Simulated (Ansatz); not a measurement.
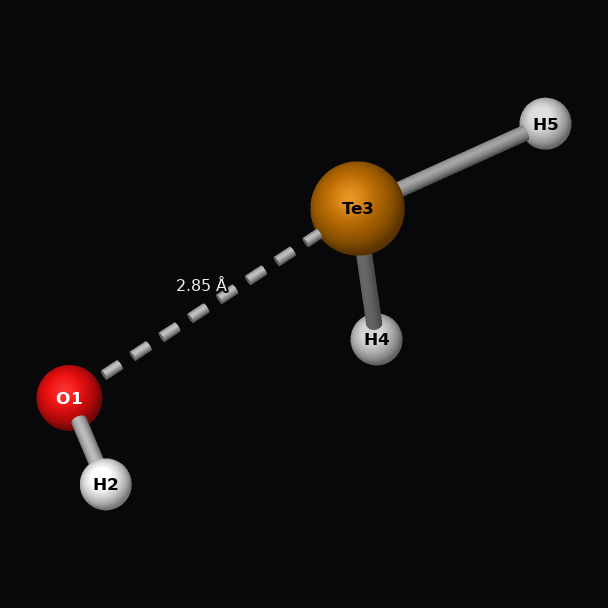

Two molecules or ions; the broken line marks their closest contact (measured against van der Waals radii). Charge −1, singlet. Geometry: a pair of rigid molecules at a changed separation. Program: Ansatz 0.2.0.

Q: Which two species are they?

A: HO and H2Te (`[OH-].[TeH2]`).

Give the counterpoise-corrected interaction energy (kJ/mol, monomers kept as in the pair) with RHF-CCSD(T) (frozen core)/def2-TZVPPD; B3LYP-D4/def2-TZVPPD; r2SCAN-D4/def2-TZVPPD; ωB97M-V/def2-TZVPPD; PBE0-D4/def2-TZVPPD; PBE-D4/def2-TZVPPD.

| level | interaction energy (kJ/mol) |
| --- | --- |
| RHF-CCSD(T) (frozen core)/def2-TZVPPD | −96.6 |
| B3LYP-D4/def2-TZVPPD | −110.6 |
| r2SCAN-D4/def2-TZVPPD | −116.8 |
| ωB97M-V/def2-TZVPPD | −103.9 |
| PBE0-D4/def2-TZVPPD | −112.7 |
| PBE-D4/def2-TZVPPD | −118.1 |
